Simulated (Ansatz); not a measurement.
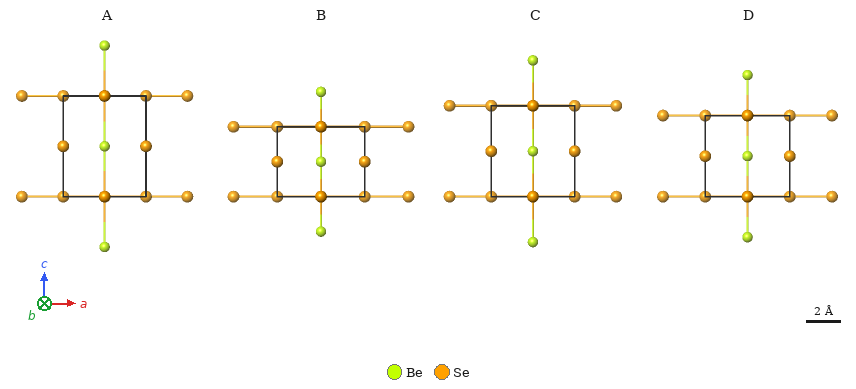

4 geometries from one relaxation of crystalline BeSe₄ (a generated structure, set up in P4/mmm) (coarse preliminary run), in shuffled order. The picture is a ball-and-stick view of the cell of the calculation, seen along the b axis.

Computed with DFT PBE, scalar-relativistic, plane waves, PAW (Ansatz). (plane-wave cutoff 420 eV; k-point mesh 4 × 4 × 4; occupations gaussian; smearing width 0.1 eV; no spin polarisation; cell and atoms relaxed; force threshold 0.04 eV/Å; at most 70 steps)

Q: Order the frames from highest to lowest energy.

A: A, C, D, B. They are steps 0, 2, 4, 9, at +499 meV per atom, +345 meV per atom, +146 meV per atom relative to the last. No atom moves by more than 0.005 Å relative to the cell. Cell: a = b 4.943 → 5.225 Å (+5.7 %), c 6.014 → 4.173 Å (−30.6 %). Volume −22.5 %. Some distances before and after: Be–Se 3.007 → 2.086 Å, Se–Se 3.892 → 3.343 Å, Se–Se 2.471 → 2.613 Å. The space group stays P4/mmm (No. 123). Over 7 accepted moves (9 points after the start) the energy falls by 499 meV per atom. All forces vanish by symmetry, so only the cell relaxes. The pressure goes from −2.00 to −0.15 GPa. The line search rejected the trial step at point 7 of the run. The SCF was repeated once at an unchanged geometry on a basis and grid sized afresh for the cell, which shifted the energy by 0.1 meV per atom at most. Cost: 2 min on 1 thread of Arm Neoverse N1, on a shared host, peak memory 0.41 GiB.
